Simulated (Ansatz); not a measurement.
A computed series for BaTiO3: alloy series

The parent structure is BaTiO3 in the cubic perovskite structure (space group Pm-3m, No. 221; a = 3.994 Å).

The other end (x = 1) is BaZrO3 in the cubic perovskite structure (space group Pm-3m, No. 221): 14.87 Å³/atom, gap 3.73 eV.

Zr replaces a fraction x of Ti; each row is one arrangement (x, atoms in the cell, starting space group or random), fully relaxed.

Level of theory: r2SCAN (Ansatz, a program for electronic structure, PAW, no spin-orbit coupling).

Notes on the quantities. deviation of the volume from the linear: Vegard-type) interpolation.

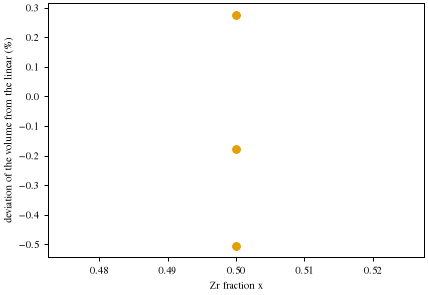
Fig. 1. Deviation of the volume from the linear against Zr fraction x

Question: From the plot, what is the deviation of the volume from the linear for x(Zr) = 0.5, 10 atoms, P4/mmm (arrangement A)?

Answer: About 0.3 %.

Each cell is one ordered arrangement of few atoms, which overstates ordering effects compared with a random alloy. Whether these cells are dynamically stable was not tested. All final runs are without spin polarisation. Many cubic perovskites are stable only at high temperature; tilts and polar distortions were not tested. This is not the structure that BaTiO3 has at room temperature and ambient pressure.
